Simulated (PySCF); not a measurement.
C3H7NO (SMILES CCC(N)=O)

Input file:

```
{"job": {"kind": "nmr", "xc": "PBE0", "basis": "pcSseg-2"}, "charge": 0, "multiplicity": 1}
C     -1.653847    -0.015438    -0.387841
C     -0.231567    -0.515191    -0.247741
C      0.723514     0.566593     0.218537
N      1.964495     0.124346     0.551414
O      0.415746     1.736502     0.291716
H     -1.702994     0.817364    -1.089442
H     -2.036020     0.344664     0.568285
H     -2.308685    -0.812740    -0.744231
H      0.141867    -0.891880    -1.207172
H     -0.177196    -1.357865     0.449742
H      2.238658    -0.832185     0.425969
H      2.663051     0.804385     0.795193
```

Launched as:

```sh
OMP_NUM_THREADS=2 python probes_run.py task.json out
```

Geometry: PBE0-D3(BJ)/def2-TZVP.

All numbers below come from PBE0/pcSseg-2, SCF density, gas phase, non-relativistic in PySCF 2.14.0.

Predict the electron density and electron localisation function between the atoms.

Answer. C–O (1.21 Å): ρ at the midpoint is about 3.4 e/Å³; the ELF peaks at about 0.85 between the atoms; a multiple bond.
C–N (1.36 Å): ρ at the midpoint is about 2.4 e/Å³; the ELF peaks at about 0.90 between the atoms (localised, covalent bonding).
C–C (1.51 Å): ρ is about 1.7 e/Å³ halfway; the ELF peaks at about 0.95 between the atoms: a covalent bond.
N–H (1.00 Å): ρ is about 3 e/Å³ halfway; the ELF climbs to about 1 towards the hydrogen, as it does in any bond to H: an ordinary covalent bond to hydrogen.

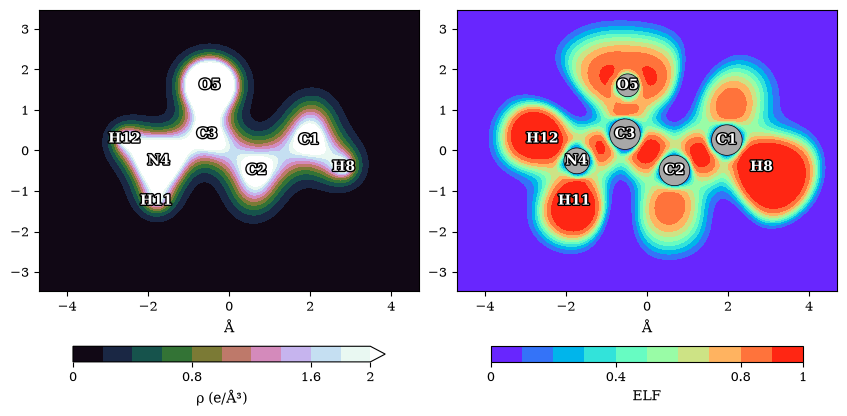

Computed electron density and electron localisation function on the plane of atoms C3, N4 and H12, in this order. Grey discs cover the atomic cores in the ELF map. 
